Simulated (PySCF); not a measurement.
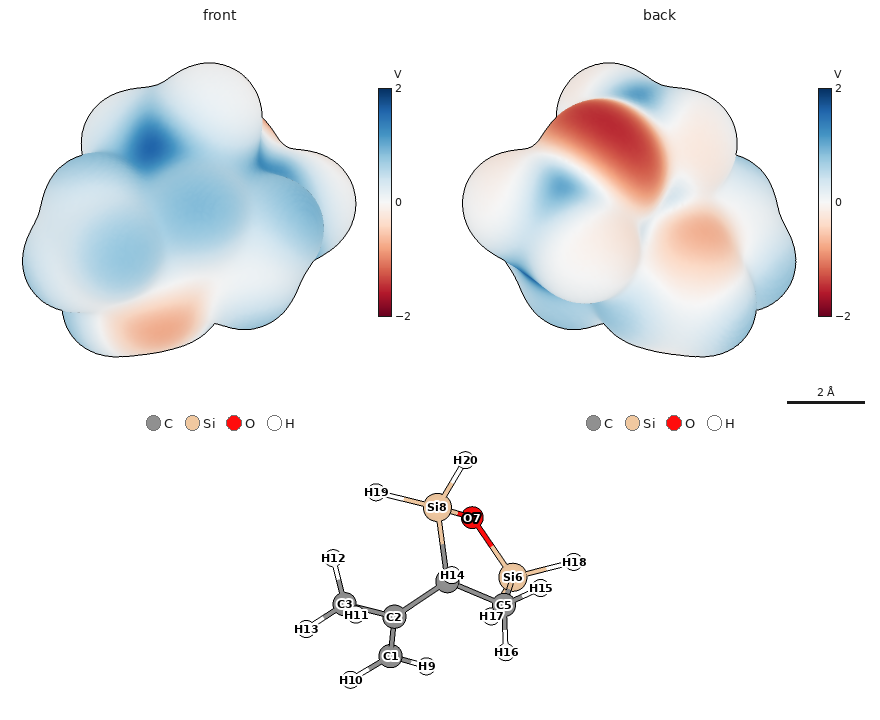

Figure 1: C5H12OSi2 (SMILES C=C(C)[C@H]1C[SiH2]O[SiH2]1). The electrostatic potential painted on the density surface at 0.002 e/bohr³, seen from the front and from behind; the colour scale runs from red (negative) to blue (positive). The bare structure is drawn below in the same view.

Geometry: PBE0-D3(BJ)/def2-SVP.

These are results of PBE0/pcSseg-1, SCF density, gas phase, non-relativistic (PySCF 2.14.0), not measurements.

```xyz
20

C    -1.2490   -1.0881   -1.1762
C    -1.2064   -0.0120   -0.3778
C    -2.2773    1.0385   -0.4234
C    -0.0976    0.2556    0.6043
C     0.7611   -0.9684    0.9966
Si    2.1949   -1.1485   -0.2356
O     2.3026    0.4353   -0.7854
Si    1.1395    1.4879   -0.1968
H    -0.4891   -1.8716   -1.1461
H    -2.0613   -1.2193   -1.8955
H    -2.7989    1.1006    0.5467
H    -1.8511    2.0376   -0.6161
H    -3.0218    0.8300   -1.2036
H    -0.5362    0.7184    1.5058
H     1.2200   -0.7879    1.9835
H     0.1405   -1.8737    1.1007
H     1.9418   -2.0818   -1.3720
H     3.4688   -1.5533    0.4287
H     0.5496    2.2878   -1.3065
H     1.7452    2.4127    0.8102
```

### Which sites attract a positive test charge, and which a negative one?

A positive charge is drawn to the negative regions and a negative charge to the positive ones. The most negative region (about −1.4 V) lies over O7, the most positive (about +1.5 V) over Si6 and Si8. O7 is the likeliest acceptor of a hydrogen bond.

### What dipole moment does the calculation give?

Its dipole moment is 1.96 D.
